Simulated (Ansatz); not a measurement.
## Single-point calculation, with input and output: B4

System: B4.
Method: RKS revPBE0-d4/cc-pVDZ (Ansatz 0.2.0).

Some settings of this run were made unusual or wrong on purpose. The geometry comes from this level: PBE-D4/def2-TZVP.

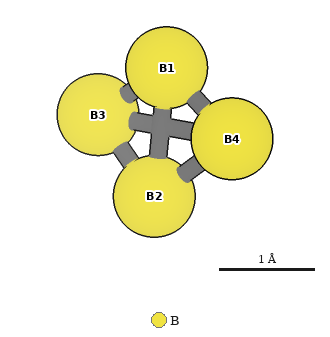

Fig. 1: The input geometry (ball-and-stick view, seen at a tilt; atoms are numbered from 1 in the order of the input). Bond lengths as drawn: B–B 1.03 to 1.63 Å.

Outcome

- outcome: converged
- total energy: −2668.3863 eV
- mean-field energy: −2668.2017 eV
- dispersion energy: −0.1846 eV
- hardware: 4 threads of Arm Neoverse V2, 23 GiB of memory available, shared host
- peak memory: 0.25 GiB

Diagnosis

The input was spoiled on purpose: squeeze. The program still converged, but the numbers can't be taken as results for the intended system.

Input
```yaml
crystal:
  periodic: [false, false, false]
  atoms:
    - {symbol: B, position_ang: [-0.358570, 0.558023, -0.042190]}
    - {symbol: B, position_ang: [0.337431, -0.642404, 0.047874]}
    - {symbol: B, position_ang: [-0.708003, -0.412413, -0.049054]}
    - {symbol: B, position_ang: [0.677483, 0.446253, -0.035786]}
basis:
  gaussian: {orbitals: cc-pVDZ}
hamiltonian: {xc: {name: revPBE0}, dispersion: d4}
scf: {lower_state_search: off}
```

Run as:
```bash
ansatz run in.yaml --threads 4 --pin off --events-out ev --progress --plain --max-ram 3916MiB
```

Log
```
Functional definition: revPBE0
  name "revPBE0"
  cite "Zhang & Yang, Phys. Rev. Lett. 80, 890 (1998) doi:10.1103/PhysRevLett.80.890"
  cite "Adamo & Barone, J. Chem. Phys. 110, 6158 (1999) doi:10.1063/1.478522"
  cite "Perdew, Burke & Ernzerhof, Phys. Rev. Lett. 77, 3865 (1996) doi:10.1103/PhysRevLett.77.3865"
  parameter a = 0.25
  parameter kappa = 1.245
  parameter beta = 0.06672455060314922
  exchange = (1 - a)*pbe_x(kappa = kappa, mu = beta*pi^2/3) + a*exact_x
  correlation = pbe_c(beta = beta)
these checks for a lower state are left out or cut short: stability, starts, cluster_reference, orbital_swaps, neighbouring_geometries, increment
616 factors; their error is unknown
mean field evaluation 1: about -2656.7889 eV, gradient 6.0e1 eV
mean field evaluation 2: about -2658.0338 eV, gradient 5.8e1 eV
mean field evaluation 4: about -2668.1740 eV, gradient 4.5e0 eV
mean field evaluation 8: about -2668.2306 eV, gradient 5.7e-2 eV
mean field evaluation 16: about -2668.2016 eV, gradient 7.7e-6 eV
mean field -2668.20164022 eV, -98.0546017061 hartree, gradient 7.7e-6 eV, S^2 0.000000; 0 other end points of the search recorded, 0 dependent functions left out
reference -2668.20166667 eV, -98.0546026780 hartree; 10, 10 occupied and 46, 46 virtual orbitals, 616 factors
Total energy: -2668.38628203 eV, -98.0613871673 hartree
Checks for a lower state left out: stability, starts, cluster_reference, orbital_swaps, neighbouring_geometries, increment
```
